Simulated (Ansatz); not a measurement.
# One shape, several levels: doublet C3H10NP+

Aim: a comparison of 6 runs (U-r2SCAN/6-31G*, U-wB97X/6-31G*, UBHLYP/6-31G*, UCAM-B3LYP/6-31G*, RPA@PBE0/6-31G*, UCCSD/6-31G*) of doublet C3H10NP+. 

Program for the calculation: Ansatz 0.2.0.

86 further runs of the same task are left out: 86 set aside as unsound or not needed.

### 1 The molecule

C3H10NP+ has 15 atoms, charge +1, and is taken as a doublet. SMILES of the parent species: `CP(C)(C)=N`. The coordinates come from a PBE0-D4/def2-TZVP relaxation. That shape belongs to the parent species and isn't relaxed for this state.

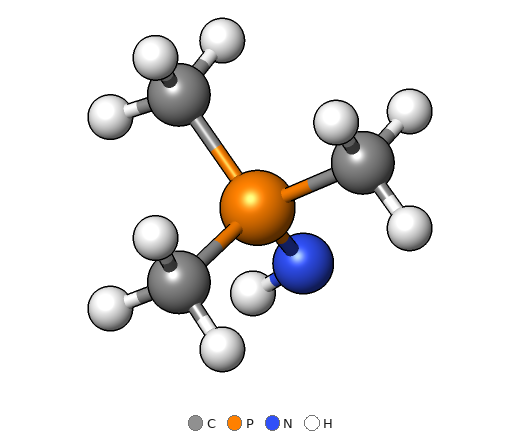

The structure, seen from a chosen angle (carbon grey, phosphorus orange, nitrogen blue, hydrogen white).

### 2 The energy at U-r2SCAN/6-31G(d) (spherical functions) (run 1)

job.yaml

```yaml
basis:
  gaussian:
    orbitals: 6-31G_st_-spherical.json
crystal:
  periodic: [false, false, false]
  atoms:
    - {symbol: C, position_ang: [-1.617390, 0.188470, 0.317020]}
    - {symbol: P, position_ang: [0.100190, 0.341500, -0.267080]}
    - {symbol: C, position_ang: [1.053810, 0.152060, 1.272220]}
    - {symbol: C, position_ang: [0.407880, -1.175430, -1.185510]}
    - {symbol: N, position_ang: [0.450250, 1.537900, -1.200290]}
    - {symbol: H, position_ang: [-1.860440, 1.052310, 0.939680]}
    - {symbol: H, position_ang: [-1.778920, -0.722680, 0.897680]}
    - {symbol: H, position_ang: [-2.281940, 0.192170, -0.548560]}
    - {symbol: H, position_ang: [0.868540, 1.015650, 1.914770]}
    - {symbol: H, position_ang: [2.116300, 0.131260, 1.024150]}
    - {symbol: H, position_ang: [0.787840, -0.757150, 1.816300]}
    - {symbol: H, position_ang: [0.182960, -2.059590, -0.587070]}
    - {symbol: H, position_ang: [1.455280, -1.192510, -1.488920]}
    - {symbol: H, position_ang: [-0.211330, -1.170900, -2.083270]}
    - {symbol: H, position_ang: [0.326970, 2.466920, -0.821150]}
total_charge: 1
magnetization:
  spin_polarized: true
  initial_magnetization: 1
hamiltonian:
  xc: r2scan
accuracy: high
output:
  orbitals: {seedname: orbitals}
```

The basis set 6-31G* is read from a file made from the Basis Set Exchange's data (not shown).

Started as:

```bash
$ ansatz run job.yaml --threads 1 --pin off --max-ram 3480MiB --events-out events.jsonl --progress --plain --runs-dir runs
```

What it wrote:

```text
Warning: RAYON_NUM_THREADS=1 ignored (pool sized by the plan → 1); use --threads N
Functional definition: r2SCAN
  name "r2SCAN"
  parameter k0 = 0.174
  parameter k1 = 0.065
  parameter a1 = 4.9479
  exchange = r2scan_x(k0 = k0, k1 = k1, a1 = a1)
  correlation = r2scan_c
2378 factors; integrals over basis functions are off by at most 4.1e-9 eV
mean field evaluation 1: about -14024.9875 eV, gradient 5.8e1 eV
mean field evaluation 2: about -14020.1748 eV, gradient 6.3e1 eV
mean field evaluation 4: about -14040.6015 eV, gradient 3.3e0 eV
mean field evaluation 8: about -14040.6465 eV, gradient 1.1e-1 eV
mean field evaluation 16: about -14040.6465 eV, gradient 3.5e-5 eV
mean field evaluation 32: about -14040.6273 eV, gradient 1.9e0 eV
mean field -14040.64653398 eV, -515.9842430317 hartree, gradient 4.4e-8 eV, S^2 0.755847; 2 other end points of the search recorded, 0 dependent functions left out
reference -14040.64653529 eV, -515.9842430797 hartree; 25, 24 occupied and 69, 70 virtual orbitals, 2378 factors
Total energy: -14040.64653529 eV, -515.9842430797 hartree
```

Wall time 38 s (1 thread of Arm Neoverse V2, shared host); peak memory 0.56 GiB.

### 3 The energy at U-wB97X/6-31G(d) (spherical functions) (run 2)

input.yaml

```yaml
crystal:
  periodic: [false, false, false]
  atoms:
    - {symbol: C, position_ang: [-1.617390, 0.188470, 0.317020]}
    - {symbol: P, position_ang: [0.100190, 0.341500, -0.267080]}
    - {symbol: C, position_ang: [1.053810, 0.152060, 1.272220]}
    - {symbol: C, position_ang: [0.407880, -1.175430, -1.185510]}
    - {symbol: N, position_ang: [0.450250, 1.537900, -1.200290]}
    - {symbol: H, position_ang: [-1.860440, 1.052310, 0.939680]}
    - {symbol: H, position_ang: [-1.778920, -0.722680, 0.897680]}
    - {symbol: H, position_ang: [-2.281940, 0.192170, -0.548560]}
    - {symbol: H, position_ang: [0.868540, 1.015650, 1.914770]}
    - {symbol: H, position_ang: [2.116300, 0.131260, 1.024150]}
    - {symbol: H, position_ang: [0.787840, -0.757150, 1.816300]}
    - {symbol: H, position_ang: [0.182960, -2.059590, -0.587070]}
    - {symbol: H, position_ang: [1.455280, -1.192510, -1.488920]}
    - {symbol: H, position_ang: [-0.211330, -1.170900, -2.083270]}
    - {symbol: H, position_ang: [0.326970, 2.466920, -0.821150]}
basis:
  gaussian:
    orbitals: 6-31G_st_-spherical.json
total_charge: 1
magnetization:
  spin_polarized: true
  initial_magnetization: 1
hamiltonian:
  xc: {name: wB97X}
accuracy: high
output: {orbitals: {seedname: orbitals}}
```

The basis set 6-31G* is read from a file made from the Basis Set Exchange's data (not shown).

Started as:

```bash
$ ansatz run input.yaml --threads 1 --pin off --max-ram 3480MiB --events-out events.jsonl --progress --plain --runs-dir runs
```

What it wrote:

```text
Warning: RAYON_NUM_THREADS=1 ignored (pool sized by the plan → 1); use --threads N
Functional definition: wB97X
  name "wB97X"
  parameter omega = 0.3/bohr
  parameter cx = 0.157706
  parameter cx1 = 0.726479
  parameter cx2 = 1.04760
  parameter cx3 = -5.70635
  parameter cx4 = 13.2794
  parameter css1 = -4.33879
  parameter css2 = 18.2308
  parameter css3 = -31.7430
  parameter css4 = 17.2901
  parameter cos1 = 2.37031
  parameter cos2 = -11.3995
  parameter cos3 = 6.58405
  parameter cos4 = -3.78132
  exchange = spin_sum(e_x_unif_sr(omega)*poly(b97_u_x, 1 - cx, cx1, cx2, cx3, cx4)) + cx*exact_x_sr(omega)
      + exact_x_lr(omega)
  correlation = spin_sum(e_c_pw_same_spin*poly(b97_u_same, 1, css1, css2, css3, css4))
      + integral(e_c_pw_opposite_spin*poly(b97_u_opposite, 1, cos1, cos2, cos3, cos4))
2378 factors; integrals over basis functions are off by at most 4.1e-9 eV
414 factors; integrals over basis functions are off by at most 1.6e-9 eV
mean field evaluation 1: about -14035.9957 eV, gradient 3.8e1 eV
mean field evaluation 2: about -14039.4281 eV, gradient 2.7e1 eV
mean field evaluation 4: about -14042.6077 eV, gradient 2.0e0 eV
mean field evaluation 8: about -14042.9284 eV, gradient 2.3e-1 eV
mean field evaluation 16: about -14042.9305 eV, gradient 1.3e-3 eV
mean field evaluation 32: about -14042.9305 eV, gradient 2.3e-7 eV
mean field -14042.93047319 eV, -516.0681762494 hartree, gradient 1.3e-8 eV, S^2 0.755282; 2 other end points of the search recorded, 0 dependent functions left out
reference -14042.93047070 eV, -516.0681761582 hartree; 25, 24 occupied and 69, 70 virtual orbitals, 2378 factors
Total energy: -14042.93047070 eV, -516.0681761582 hartree
```

Wall time 1.8 min (1 thread of Arm Neoverse V2, shared host); peak memory 1.1 GiB.

Run 3 isn't shown in full; the table further down has it.

### 4 A single-point energy at UCAM-B3LYP/6-31G(d) (spherical functions) (run 4)

job.yaml

```yaml
crystal:
  periodic: [false, false, false]
  atoms:
    - symbol: C
      position_ang: [-1.617390, 0.188470, 0.317020]
    - symbol: P
      position_ang: [0.100190, 0.341500, -0.267080]
    - symbol: C
      position_ang: [1.053810, 0.152060, 1.272220]
    - symbol: C
      position_ang: [0.407880, -1.175430, -1.185510]
    - symbol: N
      position_ang: [0.450250, 1.537900, -1.200290]
    - symbol: H
      position_ang: [-1.860440, 1.052310, 0.939680]
    - symbol: H
      position_ang: [-1.778920, -0.722680, 0.897680]
    - symbol: H
      position_ang: [-2.281940, 0.192170, -0.548560]
    - symbol: H
      position_ang: [0.868540, 1.015650, 1.914770]
    - symbol: H
      position_ang: [2.116300, 0.131260, 1.024150]
    - symbol: H
      position_ang: [0.787840, -0.757150, 1.816300]
    - symbol: H
      position_ang: [0.182960, -2.059590, -0.587070]
    - symbol: H
      position_ang: [1.455280, -1.192510, -1.488920]
    - symbol: H
      position_ang: [-0.211330, -1.170900, -2.083270]
    - symbol: H
      position_ang: [0.326970, 2.466920, -0.821150]
basis:
  gaussian: {orbitals: 6-31G_st_-spherical.json}
total_charge: 1
magnetization: {spin_polarized: true, initial_magnetization: 1}
hamiltonian: {xc: {name: CAM-B3LYP}}
accuracy: high
output: {orbitals: {seedname: orbitals}}
```

The basis set 6-31G* is read from a file made from the Basis Set Exchange's data (not shown).

Started as:

```bash
$ ansatz run job.yaml --threads 1 --pin off --max-ram 3480MiB --events-out events.jsonl --progress --plain --runs-dir runs
```

What it wrote:

```text
Warning: RAYON_NUM_THREADS=1 ignored (pool sized by the plan → 1); use --threads N
Functional definition: CAM-B3LYP
  name "CAM-B3LYP"
  parameter alpha = 0.19
  parameter beta = 0.46
  parameter omega = 0.33/bohr
  parameter ac = 0.81
  exchange = (1 - alpha - beta)*b88_x + beta*b88_x_sr(omega) + alpha*exact_x + beta*exact_x_lr(omega)
  correlation = (1 - ac)*vwn5_c + ac*lyp_c
2378 factors; integrals over basis functions are off by at most 4.1e-9 eV
493 factors; integrals over basis functions are off by at most 2.4e-9 eV
mean field evaluation 1: about -14031.5900 eV, gradient 4.6e1 eV
mean field evaluation 2: about -14034.6787 eV, gradient 3.8e1 eV
mean field evaluation 4: about -14041.2255 eV, gradient 2.1e0 eV
mean field evaluation 8: about -14041.5646 eV, gradient 1.7e-1 eV
mean field evaluation 16: about -14041.5654 eV, gradient 9.5e-4 eV
mean field evaluation 32: about -14041.5654 eV, gradient 8.3e-8 eV
mean field -14041.56543561 eV, -516.0180120436 hartree, gradient 8.3e-8 eV, S^2 0.754660; 2 other end points of the search recorded, 0 dependent functions left out
reference -14041.56545390 eV, -516.0180127158 hartree; 25, 24 occupied and 69, 70 virtual orbitals, 2378 factors
Total energy: -14041.56545390 eV, -516.0180127158 hartree
```

Run time: 26 s. Hardware: 1 thread of Arm Neoverse V2, shared host; peak memory 0.61 GiB.

Run 5 isn't shown in full; the table further down has it.

### 5 A single-point energy at UCCSD/6-31G(d) (spherical functions) (run 6)

molecule.yaml

```yaml
crystal:
  periodic: [false, false, false]
  atoms:
    - symbol: C
      position_ang: [-1.617390, 0.188470, 0.317020]
    - symbol: P
      position_ang: [0.100190, 0.341500, -0.267080]
    - symbol: C
      position_ang: [1.053810, 0.152060, 1.272220]
    - symbol: C
      position_ang: [0.407880, -1.175430, -1.185510]
    - symbol: N
      position_ang: [0.450250, 1.537900, -1.200290]
    - symbol: H
      position_ang: [-1.860440, 1.052310, 0.939680]
    - symbol: H
      position_ang: [-1.778920, -0.722680, 0.897680]
    - symbol: H
      position_ang: [-2.281940, 0.192170, -0.548560]
    - symbol: H
      position_ang: [0.868540, 1.015650, 1.914770]
    - symbol: H
      position_ang: [2.116300, 0.131260, 1.024150]
    - symbol: H
      position_ang: [0.787840, -0.757150, 1.816300]
    - symbol: H
      position_ang: [0.182960, -2.059590, -0.587070]
    - symbol: H
      position_ang: [1.455280, -1.192510, -1.488920]
    - symbol: H
      position_ang: [-0.211330, -1.170900, -2.083270]
    - symbol: H
      position_ang: [0.326970, 2.466920, -0.821150]
basis:
  gaussian:
    orbitals: 6-31G_st_-spherical.json
correlation:
  method: ccsd
  frozen_orbitals: {C: 1, H: 0, "N": 1, P: 5}
magnetization:
  spin_polarized: true
  initial_magnetization: 1
accuracy: high
scf:
  omitted_lower_state_checks: [cluster_reference, increment]
total_charge: 1
```

The basis set 6-31G* is read from a file made from the Basis Set Exchange's data (not shown).

Started as:

```bash
$ ansatz run molecule.yaml --threads 1 --pin off --max-ram 3480MiB --events-out events.jsonl --progress --plain --runs-dir runs
```

What it wrote:

```text
Warning: RAYON_NUM_THREADS=1 ignored (pool sized by the plan → 1); use --threads N
[... 13 lines left out ...]
9 core orbitals not correlated: weight in the atoms' cores, before any rotation towards them, 1.000 or more for the frozen orbitals, at most 0.000 for the correlated occupied ones
[... 30 lines left out ...]
Total energy: -14014.45109462 eV, -515.0215783911 hartree
Checks for a lower state left out: cluster_reference, increment
```

Run time: 1.8 min. Hardware: 1 thread of Arm Neoverse V2, shared host; peak memory 1.4 GiB.

### 6 Overview of the runs

```tsv
run	level	frozen core orbitals	energy (Eh)	HOMO energy (eV)	LUMO energy (eV)	⟨S²⟩	wall time
1	U-r2SCAN/6-31G* (spherical functions)	–	-515.984243	-12.81	-10.77	0.756	38 s
2	U-wB97X/6-31G* (spherical functions)	–	-516.068176	-16.39	-7.78	0.755	1.8 min
3	UBHLYP/6-31G* (spherical functions)	–	-516.008277	-15.32	-8.55	0.756	23 s
4	UCAM-B3LYP/6-31G* (spherical functions)	–	-516.018013	-15.33	-8.80	0.755	26 s
5	RPA@PBE0/6-31G* (spherical functions)	9	-515.261380	–	–	0.755	31 s
6	UCCSD/6-31G* (spherical functions)	9	-515.021578	–	–	0.759	1.8 min
```

### 7 Results

| quantity | value |
| --- | --- |
| run 6: total energy | -515.02158 Eh |
| run 6: correlation energy (9 core orbitals frozen) | -687.6 mEh |
| run 6: ⟨S²⟩ of the reference determinant | 0.759 |
| run 6: T1 diagnostic | 0.015 |

In words: Totals of different functionals can't be ranked against each other. All runs together took 5.6 min, the longest 1.8 min.
